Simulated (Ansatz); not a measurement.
Single-point calculation of C5H8AlClO3

- system: C5H8AlClO3, SMILES CC1=CC(C)=[O+][Al-]([OH])([Cl])[O]1
- method: RKS wB97M-V/cc-pVTZ-rifit (Ansatz 0.2.0)

Some settings of this run were made unusual or wrong on purpose. The geometry comes from this level: PBE0-D4/def2-TZVP. Figures and captions count atoms from 1; the log counts them from 0 in places.

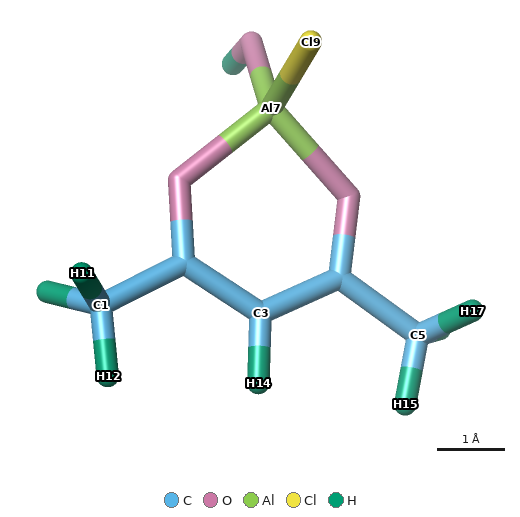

*The structure (stick view, seen at a tilt; atoms are numbered from 1 in the order of the input). Sticks mark near contacts.*

Input file:
```yaml
crystal:
  periodic: [false, false, false]
  atoms:
    - {symbol: C, position_ang: [2.069800, -1.215318, -1.296243]}
    - {symbol: C, position_ang: [1.066448, -0.511257, -0.450348]}
    - {symbol: C, position_ang: [-0.208414, -0.229975, -0.940589]}
    - {symbol: C, position_ang: [-1.198023, 0.385163, -0.174400]}
    - {symbol: C, position_ang: [-2.559286, 0.617160, -0.732154]}
    - {symbol: O, position_ang: [-1.022078, 0.776652, 1.027517]}
    - {symbol: Al, position_ang: [0.555380, 0.820050, 1.916440]}
    - {symbol: O, position_ang: [0.476536, 0.143319, 3.465847]}
    - {symbol: Cl, position_ang: [1.320693, 2.782529, 1.820812]}
    - {symbol: O, position_ang: [1.456756, -0.204286, 0.725362]}
    - {symbol: H, position_ang: [2.938767, -0.564673, -1.424990]}
    - {symbol: H, position_ang: [1.672506, -1.491169, -2.270980]}
    - {symbol: H, position_ang: [2.416984, -2.108332, -0.771158]}
    - {symbol: H, position_ang: [-0.449553, -0.528385, -1.950096]}
    - {symbol: H, position_ang: [-2.668423, 0.224392, -1.741094]}
    - {symbol: H, position_ang: [-3.299404, 0.157268, -0.072999]}
    - {symbol: H, position_ang: [-2.759426, 1.691925, -0.733395]}
    - {symbol: H, position_ang: [0.153138, -0.733761, 3.654268]}
basis:
  gaussian: {orbitals: cc-pVTZ-rifit}
hamiltonian: {xc: {name: wB97M-V}}
output: {forces: true}
```

Machine: 4 CPU threads, shared host.

Launch command:
```bash
ansatz run in.yaml --threads 4 --pin off --events-out ev --progress --plain --max-ram 66560MiB --backend cuda --devices 0, --max-vram 37GiB
```

Output:
```
Functional definition: wB97M-V
  name "wB97M-V"
  cite "Mardirossian & Head-Gordon, J. Chem. Phys. 144, 214110 (2016) doi:10.1063/1.4952647"
  cite "Becke, J. Chem. Phys. 107, 8554 (1997) doi:10.1063/1.475007"
  cite "Vydrov & Van Voorhis, J. Chem. Phys. 133, 244103 (2010) doi:10.1063/1.3521275"
  # Of w^i u^j: cxij and so on, Table III.
  parameter omega = 0.3/bohr
  parameter cx = 0.15
  parameter cx01 = 1.007
  parameter cx10 = 0.259
  parameter css00 = 0.443
  parameter css04 = -1.437
  parameter css10 = -4.535
  parameter css20 = -3.390
  parameter css43 = 4.278
  parameter cos00 = 1.000
  parameter cos10 = 1.358
  parameter cos20 = 2.924
  parameter cos21 = -8.812
  parameter cos60 = -1.390
  parameter cos61 = 9.142
  parameter b = 6.0
  parameter c = 0.01
  gx(w, u) = 1 - cx + cx01*u + cx10*w
  gss(w, u) = css00 + css04*u^4 + css10*w + css20*w^2 + css43*w^4*u^3
  gos(w, u) = cos00 + cos10*w + (cos20 + cos21*u)*w^2 + (cos60 + cos61*u)*w^6
  exchange = spin_sum(e_x_unif_sr(omega)*gx(b97_w, b97_u_x)) + cx*exact_x_sr(omega) + exact_x_lr(omega)
  correlation = spin_sum(e_c_pw_mod_same_spin*gss(b97_w, b97_u_same))
      + integral(e_c_pw_mod_opposite_spin*gos(b97_w_opposite, b97_u_opposite)) + vv10(b, c)
3283 factors; their error is unknown
513 factors; integrals over basis functions are off by at most 7.7e-6 eV
mean field evaluation 1: about -30280.9408 eV, gradient 5.3e1 eV
mean field evaluation 2: about -30281.8810 eV, gradient 5.6e1 eV
mean field evaluation 4: about -30286.4488 eV, gradient 2.6e0 eV
mean field evaluation 8: about -30286.4792 eV, gradient 7.0e-2 eV
mean field evaluation 16: about -30286.4748 eV, gradient 2.6e-4 eV
a density is far from that of the atoms, so the factors are made again for it
6761 factors; integrals over basis functions are off by at most 9.7e-4 eV
513 factors; integrals over basis functions are off by at most 7.7e-6 eV
mean field -30286.47479839 eV, -1113.0074199308 hartree, gradient 3.0e-5 eV, S^2 0.000000; 0 other end points of the search recorded, 0 dependent functions left out
the calculation of the forces begins
reference -30286.47484506 eV, -1113.0074216461 hartree; 46, 46 occupied and 1086, 1086 virtual orbitals, 6761 factors
Total energy: -30286.47484506 eV, -1113.0074216461 hartree
Atom 0 at     2.069800    -1.215318    -1.296243 Å, force     0.392302    -0.208363    -0.212491 eV/Å
Atom 1 at     1.066448    -0.511257    -0.450348 Å, force    -0.184797     0.274823     0.575815 eV/Å
Atom 2 at    -0.208414    -0.229975    -0.940589 Å, force     0.006992     0.016184     0.007679 eV/Å
Atom 3 at    -1.198023     0.385163    -0.174400 Å, force     0.435116     0.024703     0.500359 eV/Å
Atom 4 at    -2.559286     0.617160    -0.732154 Å, force    -0.463009     0.132820    -0.109662 eV/Å
Atom 5 at    -1.022078     0.776652     1.027517 Å, force     0.678357    -0.278713    -0.414299 eV/Å
Atom 6 at     0.555380     0.820050     1.916440 Å, force    -0.098002    -0.424484     0.567147 eV/Å
Atom 7 at     0.476536     0.143319     3.465847 Å, force     0.001656     0.452597    -1.454481 eV/Å
Atom 8 at     1.320693     2.782529     1.820812 Å, force    -0.301852    -0.787054     0.083012 eV/Å
Atom 9 at     1.456756    -0.204286     0.725362 Å, force    -0.755352     0.286168    -0.240335 eV/Å
Atom 10 at     2.938767    -0.564673    -1.424990 Å, force    -0.412650    -0.169322     0.074588 eV/Å
Atom 11 at     1.672506    -1.491169    -2.270980 Å, force     0.079308     0.126006     0.371074 eV/Å
Atom 12 at     2.416984    -2.108332    -0.771158 Å, force    -0.241779     0.357749    -0.145359 eV/Å
Atom 13 at    -0.449553    -0.528385    -1.950096 Å, force     0.074752     0.086856     0.331760 eV/Å
Atom 14 at    -2.668423     0.224392    -1.741094 Å, force     0.106783     0.116496     0.368805 eV/Å
Atom 15 at    -3.299404     0.157268    -0.072999 Å, force     0.383743     0.109791    -0.222661 eV/Å
Atom 16 at    -2.759426     1.691925    -0.733395 Å, force     0.192201    -0.410843     0.001932 eV/Å
Atom 17 at     0.153138    -0.733761     3.654268 Å, force     0.106232     0.294585    -0.082884 eV/Å
Dipole moment:    -0.444048    -0.807550    -1.021196 e Å
```

What the run reported:

- outcome: converged
- total energy: −30286.4748 eV
- SCF solution under orbital rotations: stable
- largest force (length of the vector): 1.523 eV/Å
- dipole moment: 6.61 D
- wall time: 27 s (CPU time 39 s)
- peak memory: 2.5 GiB

A setting was made wrong on purpose: basis. The program still converged, but the numbers can't be taken as results for the intended system.
